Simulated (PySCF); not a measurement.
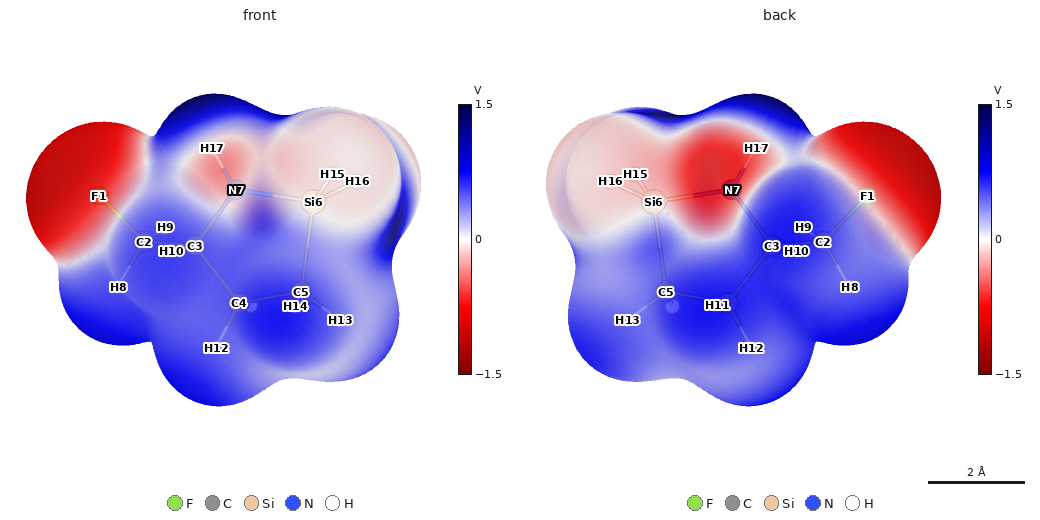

Figure. C4H10FNSi (SMILES FC[C@H]1CC[SiH2]N1). The electrostatic potential painted on the density surface at 0.002 e/bohr³, seen from the front and from behind; the colour scale runs from red (negative) to blue (positive).

Geometry: GFN2-xTB.

Level of theory: PySCF 2.14.0, wB97X-D/def2-SVPD, SCF density, gas phase.

```xyz
17

F     2.9558    0.7785    0.4883
C     2.0939   -0.2762    0.2907
C     0.7557    0.2241   -0.2456
C    -0.1431   -0.9402   -0.6672
C    -1.5822   -0.4323   -0.7233
Si   -1.6747    0.8274    0.6997
N     0.0330    0.9400    0.7840
H     2.5809   -0.9509   -0.4202
H     1.9675   -0.7656    1.2611
H     0.9646    0.8756   -1.1098
H    -0.0681   -1.7195    0.0940
H     0.1843   -1.3594   -1.6201
H    -2.2842   -1.2588   -0.6491
H    -1.7665    0.0580   -1.6790
H    -2.3762    2.0531    0.3029
H    -2.2120    0.2903    1.9524
H     0.5643    1.6678    1.2311
```

Q: Which sites attract a positive test charge, and which a negative one?

A: A positive charge is drawn to the negative regions and a negative charge to the positive ones. The most negative region (about −1.1 V) lies over F1, the most positive (about +1.4 V) over Si6 and H17.

Q: How polar is the molecule by this calculation?

A: Its dipole moment is 1.56 D.
